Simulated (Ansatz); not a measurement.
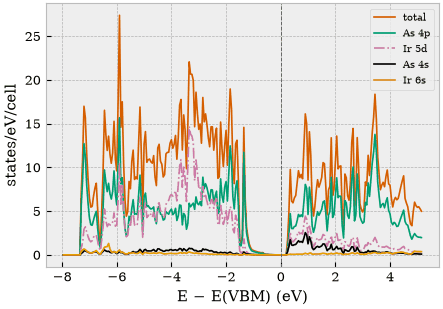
*Total and projected density of states of As3Ir in space group Im-3 (No. 204; Ir on 8c, As on 24g), LDA in the plane-wave PAW code Ansatz*

Problem. Which orbitals carry the states next to the gap?

Solution. Top 1 eV of the valence band: As 4p 76 %, Ir 5d 10 %, As 4s 8 %. Bottom 1 eV of the conduction band: As 4p 51 %, Ir 5d 26 %, As 4s 16 %, outside the projected shells 5 %. Projections are on Löwdin-orthogonalised atomic valence shells; empty p or d shells of many metals are not among them.

Problem. Where is the tallest occupied peak in this window, and what makes it?

Solution. Near -5.9 eV, about 27 states/eV per cell; the largest projected share is As 4p.

The workflow started from an entry of the Crystallography Open Database (COD). Its standing as an ambient phase is unchecked. The cell was relaxed with LDA under the symmetry of its start; of distortions, only those at the zone centre were tested. The run is not spin-polarised. Scalar-relativistic: spin–orbit coupling is off unless named, which matters more the heavier the elements.

Potentials: the later of the program's two PAW sets.
